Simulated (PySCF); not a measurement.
CH₂O₂, SMILES `O=CO`.

Method: CAM-B3LYP/cc-pVTZ; geometry: GFN2-xTB; program: PySCF. No frequency check shows the geometry to be a minimum. Without diffuse functions Rydberg states are missing, so the states' numbers hold for this basis only.

Input

```python
import numpy as np
from pyscf import gto, scf, dft, tdscf
from pyscf.scf import atom_ks, atom_hf
from scipy.linalg import block_diag

def solve(mol, dm0=None, hcore=None):
    mf = (dft.UKS if mol.spin else dft.RKS)(mol, xc='camb3lyp')
    mf.grids.level = 3
    mf = mf.density_fit(auxbasis='def2-universal-jkfit')
    mf.conv_tol, mf.max_cycle = 1e-8, 80
    if hcore is not None:
        mf.get_hcore = lambda *args: hcore
    mf.kernel(dm0)
    if not mf.converged:
        mf = mf.newton().run(mf.mo_coeff, mf.mo_occ, max_cycle=30)
    assert mf.converged, 'SCF not converged'
    return mf

mol = gto.M(atom='''
O      1.12837     0.26266     0.00000
C      0.13115    -0.39164     0.00000
O     -1.10206     0.08531     0.00000
H      0.10023    -1.49182     0.00000
H     -1.09753     1.05798     0.00000
''', basis='cc-pvtz', charge=0, spin=0, verbose=4)
mf = solve(mol)
td = mf.TDA()
td.nstates, td.singlet, td.conv_tol = 5, True, 1e-5
td.kernel()
td.analyze()
x, y = np.array([p[0] for p in td.xy]), np.array([p[1] + 0 * p[0] for p in td.xy])
f, mu = td.oscillator_strength(), td.transition_dipole()
nto = [td.get_nto(state=i + 1, verbose=4) for i in range(len(td.e))]
# spherically averaged free atoms, for the promolecule
atm = atom_ks.get_atm_nrks(mol, xc='camb3lyp')
pro = block_diag(*[(atm[a[0]][2] * atm[a[0]][3]) @ atm[a[0]][2].T for a in mol._atom])
np.savez('result.npz', e=td.e, f=f, ok=td.converged, w=[n[0] for n in nto], nto=[n[1] for n in nto], x=x, y=y, c=mf.mo_coeff, occ=mf.mo_occ, eps=mf.mo_energy, pro=pro, mu=mu)
```

Launched as:

```sh
OMP_NUM_THREADS=1 python input.py
```

The run took 2.4 min on 1 thread of Arm Neoverse V2 (shared host), peak memory 0.54 GiB.

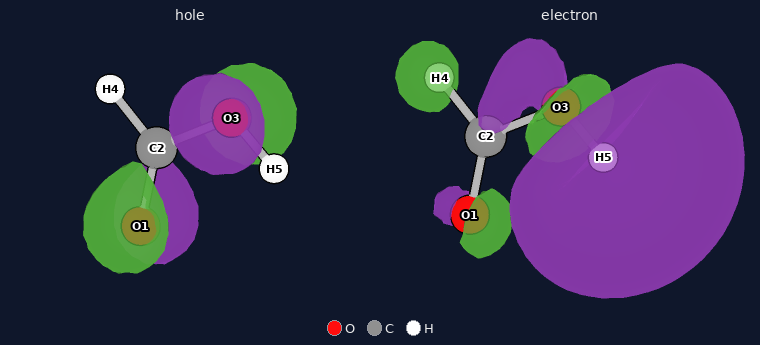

Leading natural transition orbital pair of S₃ (TDA singlet states); the surfaces enclose about 78 % of each orbital's density.

Characterise the state.

8.99 eV (138 nm), f = 0.004, n → σ*; the leading pair carries 100 %; hole on O3 (52 %), O1 (35 %) and C2 (10 %), electron on H5 (63 %), O3 (24 %) and C2 (7 %); their centroids lie 1.4 Å apart. In canonical orbitals it is mainly HOMO−1 → LUMO+1 (96 %). The HOMO–LUMO gap is 11.26 eV.
